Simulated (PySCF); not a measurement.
## Saddle-point search of C₆H₉Si (charge +1)

- system: C₆H₉Si, charge +1
- method: PBE0-D3(BJ)/def2-SVP saddle search from the GFN2-xTB point and Hessian, gas phase (PySCF 2.14.0)

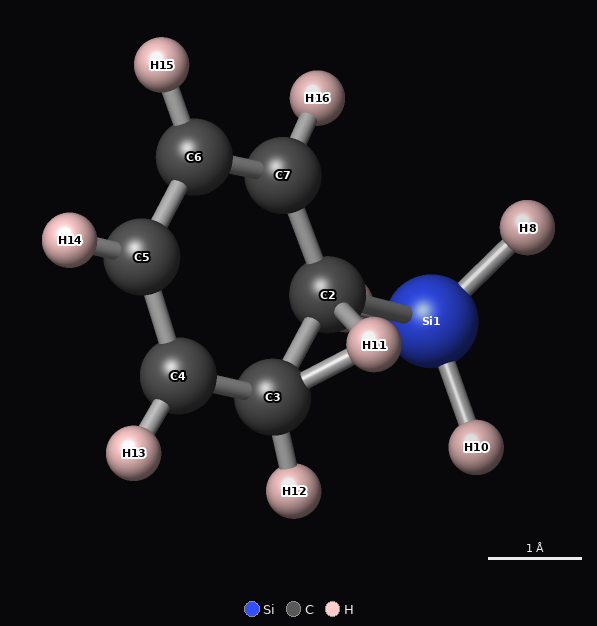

**Figure 1.** The starting structure (ball-and-stick view, seen at a tilt; atoms are numbered from 1 in the order of the input). Bond lengths as drawn: C–C 1.38 to 1.46 Å, C–H 1.08 to 1.27 Å, C–Si 1.95 Å and H–Si 1.46 Å.

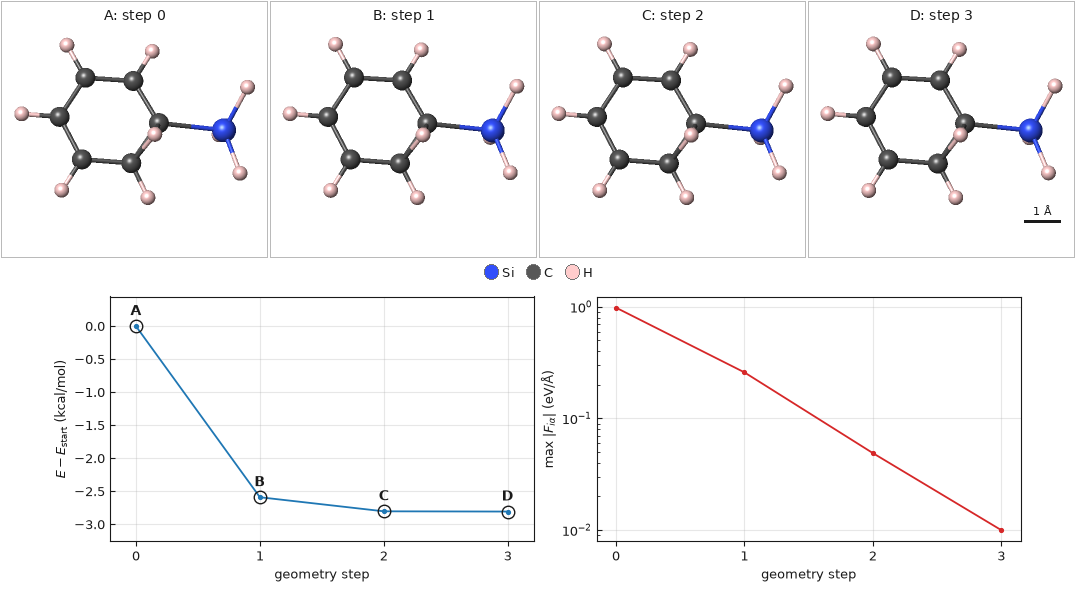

**Figure 2.** Frames of the saddle-point search (ball-and-stick view, seen at a tilt) above the curves, on which the letters mark them (steps are counted from 0).

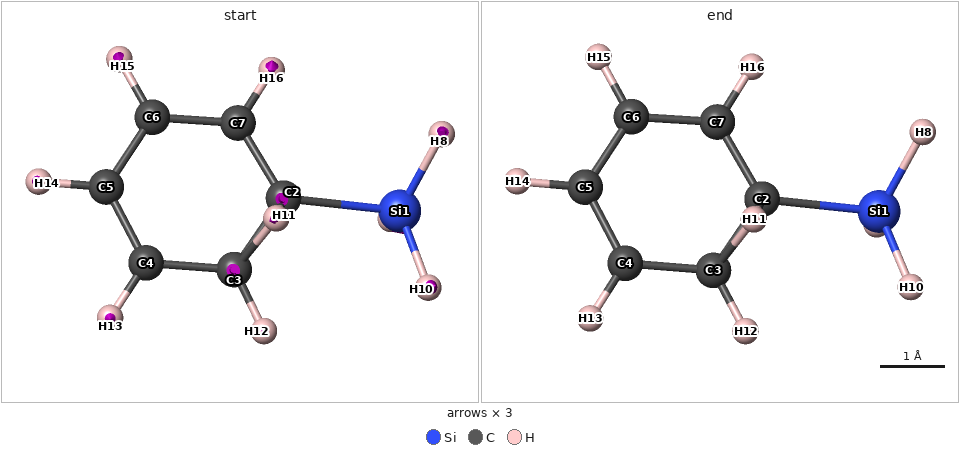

**Figure 3.** Before (left) and after (right) the saddle-point search, at one scale (ball-and-stick view, seen at a tilt). The pink arrows give the displacements, magnified 3 times. H9 moves most after the best rigid fit: 0.13 Å. Largest moves by element: H 0.13 Å, C 0.08 Å, Si 0.02 Å. Distances before and after: C2–H11 1.261 → 1.322 Å, Si1–H8 1.457 → 1.484 Å, Si1–H10 1.460 → 1.486 Å, C3–H11 1.269 → 1.294 Å. Among the angles that change: C4–C3–H11 113.8° → 109.8°, H11–C3–H12 107.5° → 103.9°, C2–H11–C3 70.5° → 67.4°. The energy falls by 2.81 kcal/mol in 3 geometry steps. The largest force component goes from 0.98 to 0.01 eV/Å. (Atoms are counted from 1 in the order of the input.)

These pictures come from the run below.

The input
```
{"job": {"xc": "PBE0", "basis": "def2-SVP", "kind": "refine"}, "charge": 1, "multiplicity": 1}
Si    -2.507836    -0.217549    -0.461604
C     -0.623124    -0.090759     0.005782
C      0.050136     1.195995     0.162043
C      1.454392     1.267871     0.221944
C      2.200871     0.111471     0.203426
C      1.576805    -1.135441     0.071257
C      0.209421    -1.232534    -0.046175
H     -2.996182    -1.348414     0.316784
H     -2.473753    -0.424428    -1.902063
H     -3.050820     1.071067    -0.042098
H     -0.469628     0.517090     1.100435
H     -0.522415     2.110250     0.065855
H      1.936801     2.233112     0.255418
H      3.277891     0.162860     0.250243
H      2.185413    -2.025790     0.020319
H     -0.247973    -2.194801    -0.221564
```

The first line tells a small driver script what to run in PySCF; the rest is the geometry in Å.

Run as:
```bash
OMP_NUM_THREADS=1 python <driver script> task.json out
```

Output
```
step      E/eV     max force
  0    -14219.88666   1.0395
  1    -14219.99892   0.2691
  2    -14220.00816   0.0491
  3    -14220.00832   0.0109
```

Trajectory as extended XYZ (Å, eV, eV/Å), 4 frames, from step=0 to step=3
```
16
Properties=species:S:1:pos:R:3:forces:R:3 step=0 energy=-14219.88666
Si   -2.5078   -0.2175   -0.4616    0.8360   0.1800   0.4990
C    -0.6231   -0.0908    0.0058   -0.2040   0.3890  -0.7980
C     0.0501    1.1960    0.1620    0.1590  -0.2950  -0.9840
C     1.4544    1.2679    0.2219   -0.0470  -0.1880   0.1730
C     2.2009    0.1115    0.2034   -0.1770   0.0510  -0.0290
C     1.5768   -1.1354    0.0713   -0.0770   0.0870  -0.0440
C     0.2094   -1.2325   -0.0462    0.0360   0.0620   0.1770
H    -2.9962   -1.3484    0.3168   -0.3160  -0.4360   0.1830
H    -2.4738   -0.4244   -1.9021   -0.1000  -0.0970  -0.5770
H    -3.0508    1.0711   -0.0421   -0.3280   0.4260   0.0660
H    -0.4696    0.5171    1.1004   -0.1200  -0.0240   0.9500
H    -0.5224    2.1103    0.0659   -0.3820   0.2700   0.2450
H     1.9368    2.2331    0.2554    0.1590   0.4370   0.0830
H     3.2779    0.1629    0.2502    0.4990   0.0460   0.0470
H     2.1854   -2.0258    0.0203    0.2490  -0.4250  -0.0080
H    -0.2480   -2.1948   -0.2216   -0.1870  -0.4810   0.0170
16
Properties=species:S:1:pos:R:3:forces:R:3 step=1 energy=-14219.99892
Si   -2.4992   -0.2057   -0.4497    0.2590   0.0170   0.0710
C    -0.6106   -0.0902   -0.0484   -0.0890   0.1030  -0.1140
C     0.0549    1.1904    0.1044    0.0190  -0.0370  -0.2380
C     1.4634    1.2700    0.2129   -0.0280   0.0020   0.0160
C     2.2120    0.1139    0.1978    0.0090   0.0130   0.0020
C     1.5882   -1.1409    0.0709    0.0110  -0.0020  -0.0140
C     0.2189   -1.2446   -0.0460   -0.0800  -0.0400   0.0020
H    -3.0048   -1.3865    0.2743   -0.0920  -0.1510   0.0760
H    -2.5480   -0.3593   -1.9176   -0.0370  -0.0160  -0.1690
H    -3.0807    1.0677    0.0197   -0.0940   0.1530   0.0450
H    -0.4489    0.5330    1.0925   -0.0080  -0.0020   0.1630
H    -0.5392    2.1041    0.0420   -0.0980   0.0670   0.0810
H     1.9388    2.2460    0.2873    0.0410   0.1280   0.0340
H     3.2963    0.1674    0.2741    0.1600   0.0190   0.0240
H     2.2006   -2.0408    0.0533    0.0760  -0.1360   0.0070
H    -0.2418   -2.2245   -0.1676   -0.0500  -0.1190   0.0160
16
Properties=species:S:1:pos:R:3:forces:R:3 step=2 energy=-14220.00816
Si   -2.4956   -0.2056   -0.4491   -0.0200   0.0130  -0.0150
C    -0.6075   -0.0900   -0.0690   -0.0010  -0.0320  -0.0370
C     0.0555    1.1905    0.0860   -0.0030   0.0490   0.0000
C     1.4665    1.2729    0.2082   -0.0010   0.0200   0.0040
C     2.2170    0.1153    0.1965    0.0300   0.0030   0.0070
C     1.5919   -1.1430    0.0663    0.0150  -0.0210   0.0050
C     0.2199   -1.2491   -0.0567   -0.0110  -0.0080   0.0080
H    -3.0091   -1.3919    0.2787   -0.0020  -0.0160   0.0080
H    -2.5843   -0.3575   -1.9256    0.0170   0.0030   0.0190
H    -3.0823    1.0737    0.0274   -0.0020   0.0060   0.0040
H    -0.4290    0.5399    1.0846   -0.0030   0.0070   0.0270
H    -0.5481    2.1042    0.0490    0.0160  -0.0310  -0.0080
H     1.9384    2.2537    0.3054   -0.0150  -0.0240  -0.0060
H     3.3046    0.1700    0.2918   -0.0160  -0.0010  -0.0040
H     2.2049   -2.0485    0.0656   -0.0080   0.0140  -0.0030
H    -0.2427   -2.2346   -0.1593    0.0050   0.0180  -0.0070
16
Properties=species:S:1:pos:R:3:forces:R:3 step=3 energy=-14220.00832
Si   -2.4969   -0.2041   -0.4470    0.0060  -0.0040   0.0010
C    -0.6079   -0.0901   -0.0670   -0.0050   0.0050   0.0070
C     0.0561    1.1909    0.0837   -0.0010  -0.0070   0.0080
C     1.4661    1.2729    0.2068    0.0020   0.0020  -0.0010
C     2.2172    0.1152    0.1978   -0.0050   0.0030  -0.0010
C     1.5923   -1.1433    0.0676   -0.0020  -0.0050   0.0010
C     0.2202   -1.2491   -0.0554    0.0090   0.0060   0.0010
H    -3.0106   -1.3932    0.2779    0.0010   0.0000  -0.0010
H    -2.5751   -0.3536   -1.9229   -0.0050   0.0010  -0.0050
H    -3.0845    1.0748    0.0308    0.0010   0.0000   0.0000
H    -0.4342    0.5345    1.0850    0.0010  -0.0010  -0.0100
H    -0.5479    2.1030    0.0457    0.0010   0.0030   0.0000
H     1.9377    2.2532    0.3007    0.0000   0.0030  -0.0010
H     3.3044    0.1704    0.2929   -0.0010   0.0000   0.0000
H     2.2053   -2.0481    0.0651    0.0010  -0.0010   0.0000
H    -0.2423   -2.2335   -0.1618   -0.0020  -0.0060   0.0020
```

Results in brief

```json
{"quantity": "outcome", "value": "converged"}
{"quantity": "total energy", "value": "−522.575671 hartree"}
{"quantity": "hardware", "value": "1 CPU thread, shared host"}
{"quantity": "wall time", "value": "98 s"}
{"quantity": "peak memory", "value": "0.6 GiB"}
```
